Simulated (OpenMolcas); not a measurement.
Run report: C2H3BrO, energy and gradient calculation (part 2 of 2)

C2H3BrO (acetyl bromide); M06/ANO-R1, RKS, sfX2C (OpenMolcas 26.06). The geometry comes from this level: GFN2-xTB.

Geometry of the input (Å):
```
C  0.3160  0.5868  0.2219
C  -0.3421  -0.7270  0.0454
O  -0.6206  -1.5560  0.8338
Br -0.7875  -1.0476  -1.8610
H  0.5542  0.7430  1.2723
H  -0.3442  1.3766  -0.1343
H  1.2242  0.6242  -0.3783
```

### What the program printed, continued
```
      SCF Algorithm: Conventional
      D(i)-D(i-1) density differences are used
      Number of density matrices in core                 5
      Maximum number of NDDO SCF iterations            400
      Maximum number of HF SCF iterations              400
      Threshold for SCF energy change             1.00E-09
      Threshold for density matrix                1.00E-04
      Threshold for Fock matrix                   1.50E-04
      Threshold for linear dependence             1.00E-09
      Threshold at which DIIS is turned on        1.50E-01
      Maximum depth in the DIIS procedure                5
      Maximum depth in the BFGS Hessian update          30
      Threshold at which QNR/C2DIIS is turned on  7.50E-02
      Threshold for Norm(delta) (QNR/C2DIIS)      1.00E-03
      All orbitals punched on: SCFORB
--

      Input vectors read from INPORB
      Orbital file label: *Guess orbitals

++ Convergence information
                                   M06        iterations: Energy and convergence statistics

Iter     Tot. M06        One-elec.       Two-elec.     Energy      Max Dij or  Max Fij      DNorm      TNorm      AccCon     Time
         Energy          Energy          Energy        Change      Delta Norm                                                in Sec.

 The total and one-electron energies are shifted by a value of      2000. a.u.

   1  -759.078322447 -2364.629203186  1376.285232441   0.00E+00    6.31E-01*   2.60E-01*    1.06E+01   3.87E+02   None         1.
   2  -758.045717618 -2381.203854915  1393.892489000   1.03E+00*   1.41E-01*   1.13E-01*    4.19E+00   3.90E+02   EDIIS        1.
   3  -759.573220452 -2373.222642453  1384.383773704  -1.53E+00*   2.38E-01*   4.70E-02*    1.31E+00   3.88E+02   c2DIIS       1.
   4  -759.543099973 -2371.975546688  1383.166798419   3.01E-02*   3.12E-02*   2.60E-02*    1.22E+00   3.89E+02   c2DIIS       1.
   5  -759.607127953 -2371.511182811  1382.638406562  -6.40E-02*   3.82E-02*   5.62E-03*    1.91E-01   3.88E+02   QNRc2DIIS    1.
   6  -759.606553602 -2372.430800881  1383.558598983   5.74E-04*   2.23E-02*   8.83E-03*    1.77E-01   3.88E+02   QNRc2DIIS    1.
   7  -759.607726366 -2372.017342847  1383.143968184  -1.17E-03*   3.04E-03*   1.28E-03*    1.07E-01   3.88E+02   QNRc2DIIS    1.
   8  -759.607744745 -2371.954228442  1383.080835400  -1.84E-05*   1.12E-03*   6.42E-04*    1.28E-02   3.88E+02   QNRc2DIIS    1.
   9  -759.607748190 -2371.942449934  1383.069053447  -3.44E-06*   2.68E-04    8.00E-05     4.10E-03   3.88E+02   QNRc2DIIS    1.
  10  -759.607748354 -2371.955272204  1383.081875553  -1.65E-07*   6.91E-05    4.94E-05     1.16E-03   3.88E+02   QNRc2DIIS    1.
  11  -759.607748369 -2371.952944302  1383.079547636  -1.51E-08*   1.82E-05    5.01E-06     2.72E-04   3.88E+02   QNRc2DIIS    1.
  12  -759.607748370 -2371.952312058  1383.078915392  -4.27E-10    6.08E-06    5.24E-06     8.14E-05   3.88E+02   QNRc2DIIS    1.

       Convergence after  12 Iterations
--

 *****************************************************************************************************************************
 *                                             SCF/KS-DFT Program, Final results                                             *
 *                                                       Final Results                                                       *
 *****************************************************************************************************************************

::    Total KS-DFT energy                           -2759.6077483696
      One-electron energy                           -4371.9523120583
      Two-electron energy                            1383.0789153919
      Nuclear repulsion energy                        229.2656482968
      Kinetic energy (interpolated)                  2939.1490130094
      Virial theorem                                    0.9389138612
      Total spin, S(S+1)                                0.0000000000
      Total spin, S                                     0.0000000000
      Max non-diagonal density matrix element           0.0000029822
      Max non-diagonal Fock matrix element              0.0000016816

      No orbitals printed

++    Molecular charges:
      ------------------

      Mulliken charges per centre
      ---------------------------

                C1      C2      O3      BR4     H5      H6      H7
      Total    6.0044  5.7837  8.2087 35.1354  0.9705  0.9486  0.9487

      N-E     -0.0044  0.2163 -0.2087 -0.1354  0.0295  0.0514  0.0513

      Total electronic charge=   58.000000

      Total            charge=   -0.000000
--

++    Static properties:
      ------------------

      LoProp Charges per center

                   C1       C2       O3       BR4      H5       H6       H7
      Nuclear      6.0000   6.0000   8.0000  35.0000   1.0000   1.0000   1.0000
      Electronic  -6.8029  -5.7271  -8.2192 -35.1164  -0.7227  -0.7058  -0.7059

      Total       -0.8029   0.2729  -0.2192  -0.1164   0.2773   0.2942   0.2941
--

++    Natural Bond Order analysis
      ---------------------------
      Based on LoProp computed density
      -------------------------------------------------------------------------------------
      Atom A       Atom B       Bond Order
      -------------------------------------------------------------------------------------
      NBO located      1.000 non-bonded electrons on atom C1
      NBO located      1.003 non-bonded electrons on atom C2
      NBO located      0.999 non-bonded electrons on atom O3
      NBO located      1.016 non-bonded electrons on atom BR4
      NBO located      0.979 non-bonded electrons on atom BR4
      NBO located      0.999 non-bonded electrons on atom BR4
      NBO located      0.999 non-bonded electrons on atom BR4
      NBO located      1.000 non-bonded electrons on atom BR4
      NBO located      1.000 non-bonded electrons on atom BR4
      NBO located      1.000 non-bonded electrons on atom BR4
      NBO located      1.000 non-bonded electrons on atom BR4
      NBO located      1.000 non-bonded electrons on atom BR4
      NBO located      1.000 non-bonded electrons on atom BR4
      NBO located      1.000 non-bonded electrons on atom BR4
      NBO located      1.000 non-bonded electrons on atom BR4
      NBO located      1.000 non-bonded electrons on atom BR4
      NBO located      1.000 non-bonded electrons on atom BR4
      NBO located      1.000 non-bonded electrons on atom BR4
      NBO located      1.000 non-bonded electrons on atom BR4
      The remaining   12.371 electrons are to be considered as diffuse
--

++    Molecular properties:
      ---------------------

      Charge (e):
                      =   -0.0000
      Dipole Moment (debye):
      Origin of the operator (angstrom)=   -0.5818   -0.8732   -1.0625
                   X=  1.2657E+00               Y=  2.4902E+00               Z=  4.5307E-01           Total=  2.8299E+00
      Quadrupole Moment (debye*angstrom):
      Origin of the operator (angstrom)=   -0.5818   -0.8732   -1.0625
                  XX= -3.3970E+01              XY=  1.0127E+00              XZ=  1.6662E+00              YY= -3.3875E+01
                  YZ=  4.0154E+00              ZZ= -3.6438E+01
      In traceless form (debye*angstrom)
                  XX=  1.1868E+00              XY=  1.5190E+00              XZ=  2.4993E+00              YY=  1.3286E+00
                  YZ=  6.0231E+00              ZZ= -2.5154E+00
--

--- Stop Module: scf /rc=_RC_ALL_IS_WELL_ ---
--- Module scf spent 12 seconds ---

--- Start Module: alaska ---

                                              &ALASKA

                       available to each process: 1.9 GB of memory, 1 thread

                     Threshold for contributions to the gradient: 1.000E-07

                    ********************************************
                    * Symmetry Adapted Cartesian Displacements *
                    ********************************************

           Irreducible representation : a
           Basis function(s) of irrep: x, y, xy, Rz, z, xz, Ry, yz, Rx, I

 Basis Label        Type   Center Phase
   1   C1           x         1     1
   2   C1           y         1     1
   3   C1           z         1     1
   4   C2           x         2     1
   5   C2           y         2     1
   6   C2           z         2     1
   7   O3           x         3     1
   8   O3           y         3     1
   9   O3           z         3     1
  10   BR4          x         4     1
  11   BR4          y         4     1
  12   BR4          z         4     1
  13   H5           x         5     1
  14   H5           y         5     1
  15   H5           z         5     1
  16   H6           x         6     1
  17   H6           y         6     1
  18   H6           z         6     1
  19   H7           x         7     1
  20   H7           y         7     1
  21   H7           z         7     1

                     No automatic utilization of translational and rotational invariance of the energy is employed.

 DFT contribution computed for a moving grid.

 Conventional ERI gradients!

 **************************************************
 *              Molecular gradients               *
 **************************************************

  Irreducible representation: a
 ------------------------------------------------------------------------------------------
                              X                       Y                       Z
 ------------------------------------------------------------------------------------------
  C1               -1.47702272745143E-03   -1.80711035974834E-03   -3.49739809193306E-03
  C2                4.32626961842342E-03    7.94098816343514E-03    2.92658081785468E-03
  O3               -2.09944234699222E-03   -3.19419922985631E-03   -3.47790919456870E-03
  BR4               8.81137089123740E-05   -8.86091744889406E-04    3.40342323607246E-03
  H5               -5.72317258397126E-04   -2.24291437756818E-04   -3.05651829048870E-03
  H6                1.84338512043869E-03   -1.86988485201045E-03    1.55713886182163E-03
  H7               -2.10898611489529E-03    4.05894606012591E-05    2.14468266149526E-03
 ------------------------------------------------------------------------------------------

--- Stop Module: alaska /rc=_RC_ALL_IS_WELL_ ---
--- Module alaska spent 46 seconds ---

.##################.
.# Happy landing! #.
.##################.

    Timing: Wall=72.20 User=69.40 System=2.73
```

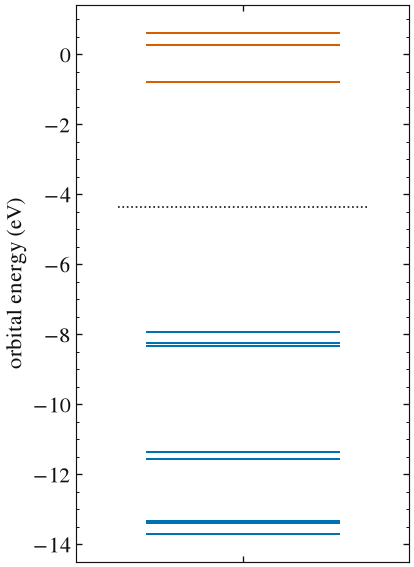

*Orbital energies near the frontier; the dotted line parts filled from empty levels, and levels within 0.02 eV of each other stand side by side.*

Highest filled −7.94 eV, lowest empty −0.81 eV, 7.13 eV apart.

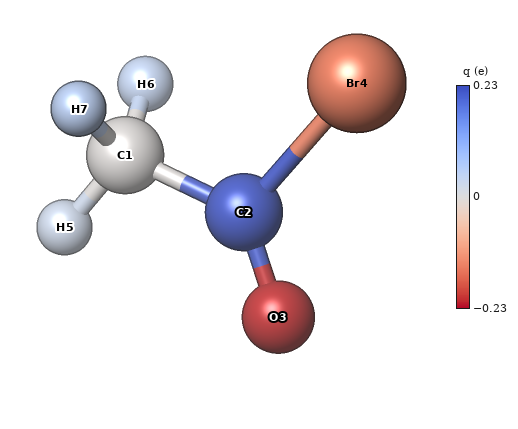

*Mulliken charges, as the colour of each atom (ball-and-stick view, seen at a tilt; atoms are numbered from 1 in the order of the input).*

By element: C 0.00 to +0.22, O −0.21, Br −0.14 and H +0.03 to +0.05 e.

### Key numbers

```tsv
quantity	value
outcome	converged
total energy	−2759.607748 hartree
basis functions	96
largest force	0.489 eV/Å
HOMO	−7.94 eV
LUMO	−0.81 eV
dipole moment	2.83 debye
hardware	1 thread of Intel Xeon (Sapphire Rapids), 16 GiB of memory available, shared host
wall time	73 s
peak memory	0.57 GiB
```
